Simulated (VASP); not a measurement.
Band structure of RbMgF$_{3}$ (space group Pm-3m). Method: r2SCAN meta-GGA, VASP's PBE PAW potentials (set 64) (plane waves; VASP).

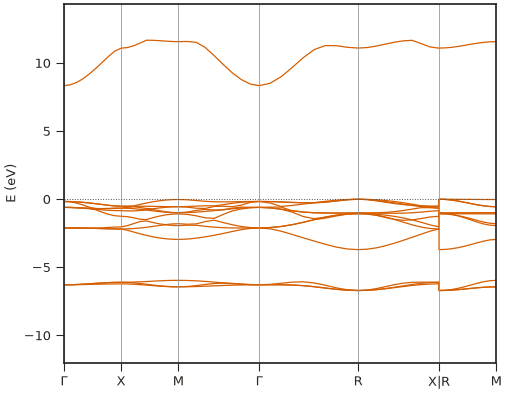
Fig. 1. Bands along high-symmetry lines, zero at the valence-band maximum or, without a gap, the Fermi level

Read the plot: is there a gap, and where are the band edges?

The gap is indirect, 8.34 eV, from the valence maximum at R to the conduction minimum at Γ.

The structure comes from a computed database's RbMgF3 entry (Pm-3m); how it stands against other phases isn't given here. It was relaxed first.
